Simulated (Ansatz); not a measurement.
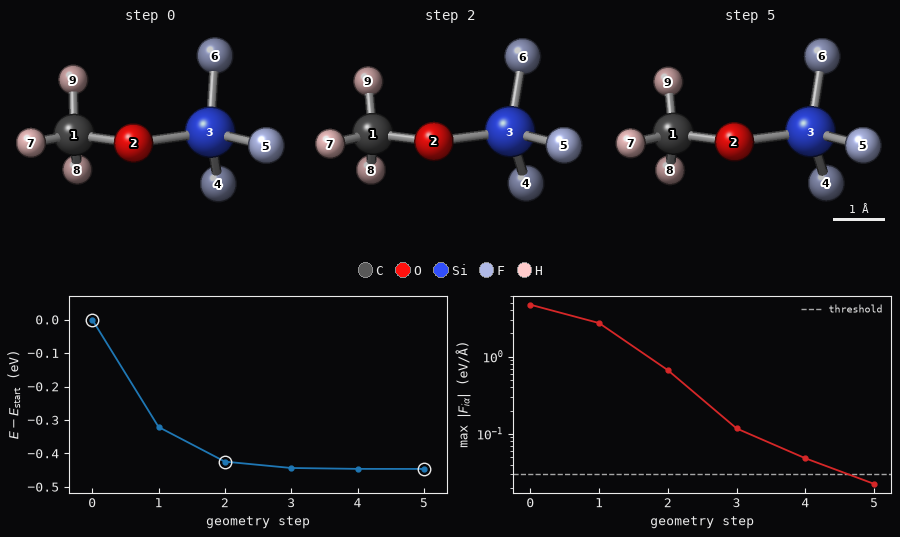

Frames of a relaxation of CH3F3OSi (coarse preliminary run), marked on the history of the run. A ball-and-stick model, seen face on.

The start comes from a force field.

These are results of Ansatz 0.2.0, RKS PBE-D4/def2-SVP, not measurements. (force threshold 0.03 eV/Å; at most 200 steps)

Question: Describe the path.

Answer: The energy falls by 0.446 eV in 5 geometry steps. Largest force component: 4.7 eV/Å at the start, 0.022 eV/Å at the end. The atom that moves furthest after the best rigid fit is F4 (0.18 Å). Largest moves by element: F 0.18 Å, H 0.15 Å, O 0.08 Å, Si 0.03 Å, C 0.03 Å. Some distances before and after: Si3–F4 1.515 → 1.614 Å, C1–H7 1.047 → 1.107 Å, C1–H9 1.167 → 1.112 Å, O2–Si3 1.684 → 1.632 Å. Bond angles that change, for instance: F4–Si3–F6 113.3° → 106.7°, C1–O2–Si3 119.7° → 125.6°, O2–Si3–F4 108.2° → 112.1°. Cost: 13 s on 4 threads of Intel Xeon @ 2.80GHz, on a shared host. From step 0 to 2: F4 moves most (0.16 Å), energy −0.424 eV. From step 2 to 5: F atoms move most (0.03 Å), energy −0.022 eV.

```
step  E − E(0), eV  largest force component, eV/Å
   0        0.0000                         4.6969
   1       -0.3210                         2.7181
   2       -0.4245                         0.6672
   3       -0.4435                         0.1174
   4       -0.4461                         0.0482
   5       -0.4463                         0.0225
```
